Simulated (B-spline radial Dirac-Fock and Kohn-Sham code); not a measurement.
Nd²⁺, configuration [Xe] 4f4. Level of theory: the spherical Dirac–Fock density (average of configuration), S by Waller and Hartree; calculated with a radial B-spline solver.

A figure with this caption is to be made: «The X-ray form factor f and the incoherent scattering function S against sin θ/λ.» What will it show?

f starts at 58, the number of electrons, falls to half near sin θ/λ = 0.60 Å⁻¹, and is 32.5 at sin θ/λ = 0.50 Å⁻¹ and 19.5 at sin θ/λ = 1.00 Å⁻¹. S rises from 0 to 19.8 at sin θ/λ = 0.50 Å⁻¹ and tends to 58. The initial fall is set by Σ⟨r²⟩ = 41.8 bohr².

The result:

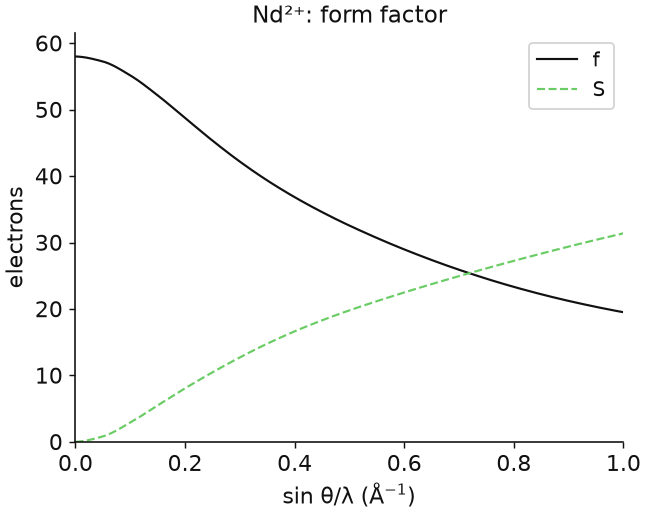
